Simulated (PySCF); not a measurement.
Run report: SiPH₄Cl, excited-state calculation

The run: excited-state calculation of SiPH₄Cl, SMILES P[SiH2]Cl. Method and program: TDDFT PBE0/def2-SVPD, vertical, gas phase, core orbitals frozen in the response (PySCF 2.14.0).

The geometry comes from this level: PBE0-D3(BJ)/def2-SVP.

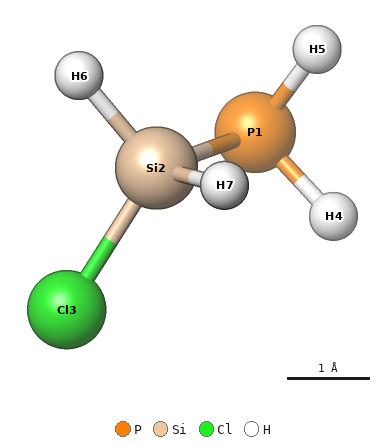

Figure 1. The input geometry (ball-and-stick view, seen at a tilt; atoms are numbered from 1 in the order of the input).

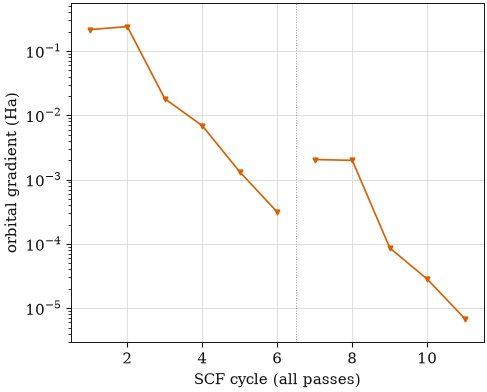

Figure 2. Convergence of the self-consistent field: orbital gradient against the SCF cycle. The dotted line marks the change from a coarse to the final integration grid. The first 6 cycles use a coarse grid, the final grid takes over at cycle 7, and the field converges after 11 cycles in all.

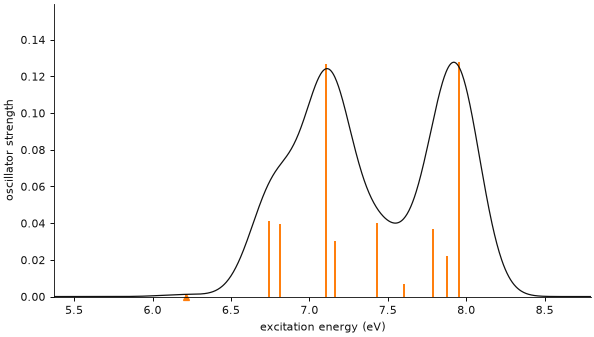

Figure 3. Computed excitations as sticks (degenerate states added up, dark ones marked on the axis), with a Gaussian envelope of 0.35 eV full width at half maximum, scaled to the tallest. Of the 10 states the lowest lies at 6.21 eV (f = 0.002); the strongest line is at 7.96 eV, or 156 nm (f = 0.128).

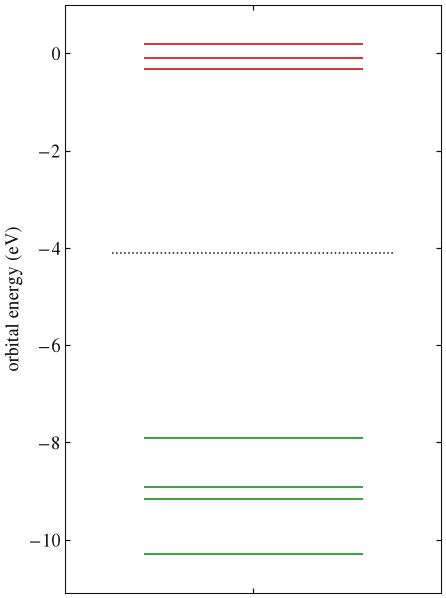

Figure 4. Orbital energies near the frontier; the dotted line parts filled from empty levels, and levels within 0.02 eV of each other stand side by side. Highest filled −7.90 eV, lowest empty −0.32 eV, 7.58 eV apart.

The input and output of the run follow.

Input file
```
{"job": {"kind": "uv", "xc": "PBE0", "basis": "def2-SVPD", "ip": true}, "charge": 0, "multiplicity": 1}
P     -0.143821    -1.289114    -1.810786
Si    -2.203127    -0.864354    -0.989599
Cl    -3.500842    -2.311877    -1.704339
H      0.076442    -2.372399    -0.904532
H      0.449065    -0.322324    -0.936045
H     -2.650655     0.466089    -1.490394
H     -2.275473    -0.887173     0.499270
```

The first line tells a small driver script what to run in PySCF; the rest is the geometry in Å.

Launched with:
```bash
OMP_NUM_THREADS=1 python <driver script> task.json out
```

Log
```
coarse grid: 7352 points
cycle   1  E = -1092.6265667814  dE = -3.913e-02  |g| = 2.151e-01  |ddm| = 2.740e+00
cycle   2  E = -1092.6235654908  dE =  3.001e-03  |g| = 2.388e-01  |ddm| = 7.018e-01
cycle   3  E = -1092.6413849564  dE = -1.782e-02  |g| = 1.803e-02  |ddm| = 3.686e-01
cycle   4  E = -1092.6414911926  dE = -1.062e-04  |g| = 6.869e-03  |ddm| = 3.895e-02
cycle   5  E = -1092.6415082318  dE = -1.704e-05  |g| = 1.312e-03  |ddm| = 1.433e-02
cycle   6  E = -1092.6415088374  dE = -6.056e-07  |g| = 3.116e-04  |ddm| = 2.875e-03
final grid: 57088 points
cycle   7  E = -1092.7587038031  dE = -7.015e-06  |g| = 2.047e-03  |ddm| = 3.697e-02
cycle   8  E = -1092.7587038865  dE = -8.342e-08  |g| = 1.989e-03  |ddm| = 7.385e-03
cycle   9  E = -1092.7587052226  dE = -1.336e-06  |g| = 8.642e-05  |ddm| = 3.683e-03
cycle  10  E = -1092.7587052253  dE = -2.703e-09  |g| = 2.822e-05  |ddm| = 2.115e-04
cycle  11  E = -1092.7587052256  dE = -3.047e-10  |g| = 6.871e-06  |ddm| = 6.018e-05
converged SCF energy = -1092.7587052256

Static polarisability (au): isotropic 69.667, principal 59.028 66.539 83.434

Singlet excitations
state   eV       nm        f      main configurations
  1   6.2127    199.6   0.00150   H->L 0.96
  2   6.7453    183.8   0.04093   H->L+1 0.81, H->L+3 0.12
  3   6.8135    182.0   0.03972   H->L+2 0.92
  4   7.1086    174.4   0.12649   H->L+3 0.71
  5   7.1643    173.1   0.03041   H-1->L 0.82
  6   7.4321    166.8   0.04033   H-2->L 0.80
  7   7.6038    163.1   0.00673   H-1->L+1 0.79, H->L+4 0.16
  8   7.7877    159.2   0.03684   H->L+4 0.61, H-1->L+1 0.12
  9   7.8776    157.4   0.02235   H-2->L+1 0.83, H-1->L+2 0.09
 10   7.9570    155.8   0.12768   H-1->L+2 0.71, H-2->L+1 0.12

Triplet excitations (Tamm-Dancoff, eV): 5.5436 5.6975 6.0675 6.5229
Vertical ionisation energy (delta-SCF) = 9.9716 eV
```

Key numbers

```csv
quantity,value
outcome,converged
total energy,−1092.758705 hartree
HOMO,−7.90 eV
LUMO,−0.32 eV
dipole moment,1.74 D
mean polarisability,69.67 a.u.
vertical ionisation energy,9.97 eV
lowest singlet excitation,6.21 eV
hardware,"1 CPU thread, shared host"
wall time,21 s
peak memory,0.47 GiB
```
